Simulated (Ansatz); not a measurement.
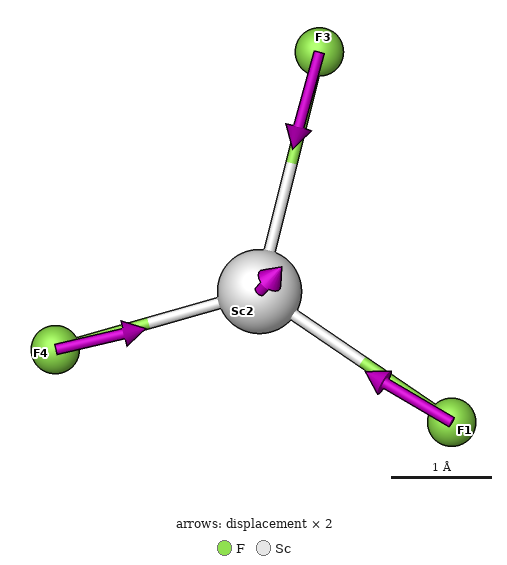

This is a relaxation of ScF$_{3}$ (coarse preliminary run). The starting structure is drawn; purple arrows show the displacements, magnified 2 times. The two geometries are superimposed by the best rigid fit.

The picture is a ball-and-stick view, seen face on.

The start comes from a force field.

The calculation used RKS PBE-D4/def2-SVP (Ansatz). Settings: force threshold 0.03 eV/Å; at most 200 steps.

### What happened in the run?

The largest move after the best rigid fit is that of F1, 0.52 Å. Largest moves by element: F 0.52 Å, Sc 0.22 Å. Among the contacts that change: Sc2–F3 2.495 → 1.831 Å, F1–Sc2 2.382 → 1.832 Å, Sc2–F4 2.146 → 1.832 Å. Bond angles that change, for instance: F1–Sc2–F3 109.6° → 119.8°, F1–Sc2–F4 129.7° → 120.2°. Over 4 geometry steps the energy falls by 117.6 kcal/mol. Largest force component: 3.9 eV/Å at the start, 0.021 eV/Å at the end.
